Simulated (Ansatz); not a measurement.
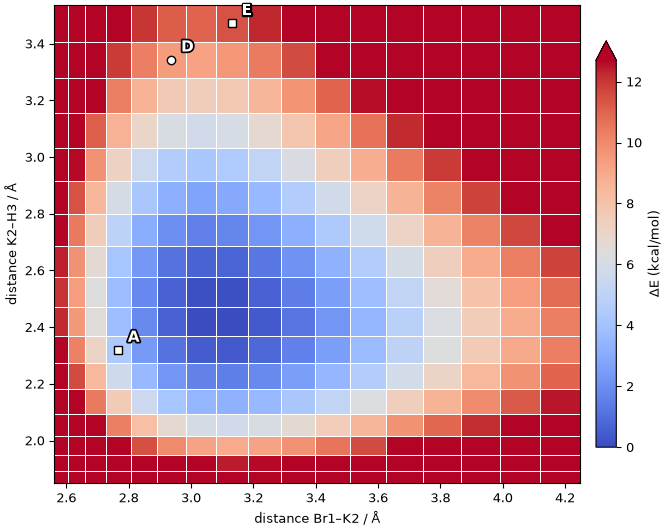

The system Br⁻ + KH. First axis: distance Br1–K2. Second axis: distance K2–H3. Nothing is relaxed (the angle Br1–K2–H3 is fixed at 160 degrees). Grid: 17 × 17 points. Points are written as (first, second). All energies are given in kcal/mol relative to the lowest grid point. The restricted reference is unstable at some or all points, so the energies there are unreliable. Theory: RHF-MP2, frozen core/def2-TZVPD in Ansatz 0.2.0.

In the figure: one coloured cell a grid point, one colour for all values above the top of the scale, lettered points.

Q: Is E the lowest point of the computed grid?

A: No. E lies 11.4 kcal/mol above the lowest grid point, which is at (3.130 Å, 2.418 Å).

Q: What kind of point is each of A, D: minimum, saddle, maximum or slope?

A: A: on a slope; D: on a slope. (In these two coordinates alone; a stationary point may lie a little off the grid point.)
